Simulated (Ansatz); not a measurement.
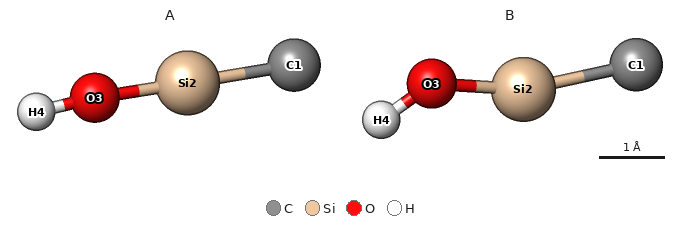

Two geometries of CHOSi (charge +1), drawn at one scale. One is the start of a relaxation, the other its converged end. Style: ball-and-stick. Shown at a tilt.

All numbers below come from RKS PBE0-D4/def2-TZVP in Ansatz. (force threshold 0.005 eV/Å; at most 200 steps)

**Which of the two is the end point?**

Structure B is the relaxed one. O3 moves most after the best rigid fit: 0.27 Å. Largest moves by element: O 0.27 Å, H 0.18 Å, Si 0.12 Å, C 0.03 Å. Near-neighbour distances that change, for instance: C1–Si2 1.755 → 1.859 Å, Si2–O3 1.528 → 1.561 Å. Bond angles that change, for instance: Si2–O3–H4 175.0° → 134.4°, C1–Si2–O3 179.6° → 162.5°. After 11 accepted moves (12 points after the start) the energy has fallen by 0.169 eV. Largest force component: 1.4 eV/Å at the start, 0.0019 eV/Å at the end. The line search rejected the trial step at point 7 of the run. Cost: 35 s on 2 threads of AMD EPYC 7B13 (shared host).
